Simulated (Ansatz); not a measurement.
```yaml
atoms:
  - { symbol: B, position_ang: [-0.0370, -0.5442, 0.1138] }
  - { symbol: C, position_ang: [0.0390, 0.8453, -0.2091] }
  - { symbol: H, position_ang: [0.5446, 1.5713, 0.4327] }
  - { symbol: H, position_ang: [-0.4042, 1.2630, -1.1168] }
```

Geometry: PBE0-D4/def2-TZVPD; the highest occupied orbital lies above zero, a sign that basis and functional describe the outermost electron poorly.

Computed with RKS PBE0-D4/def2-TZVPPD (Ansatz).

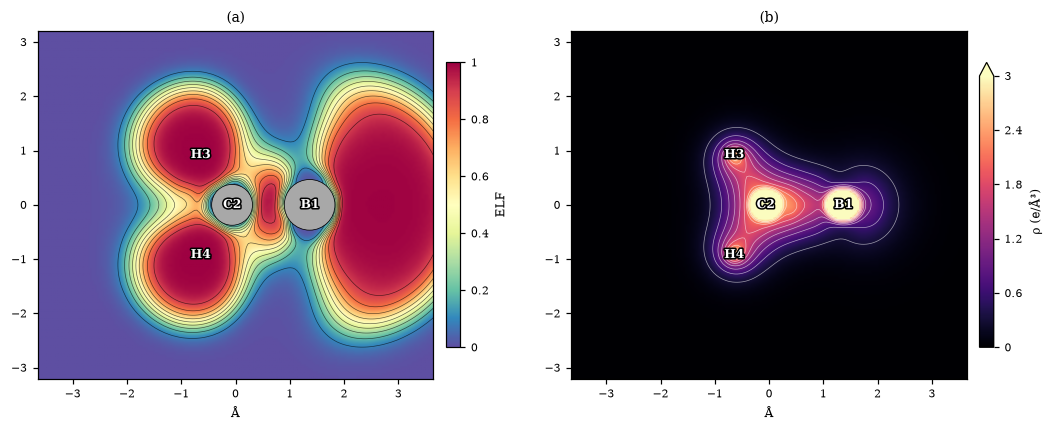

CH2B (charge −1). (a) ELF; (b) electron density on the molecular plane. Grey discs cover the atomic cores in the ELF map.

Q: What does the map show?

A: The section cuts through B, C and H sites. C–B (1.43 Å): ρ is about 1.8 e/Å³ halfway; the ELF peaks at about 0.95 between the atoms: localised, covalent bonding. C–H (1.09 Å): ρ at the midpoint is about 1.9 e/Å³; the ELF climbs to about 1 towards the hydrogen, as it does in any bond to H (a covalent bond by its length).
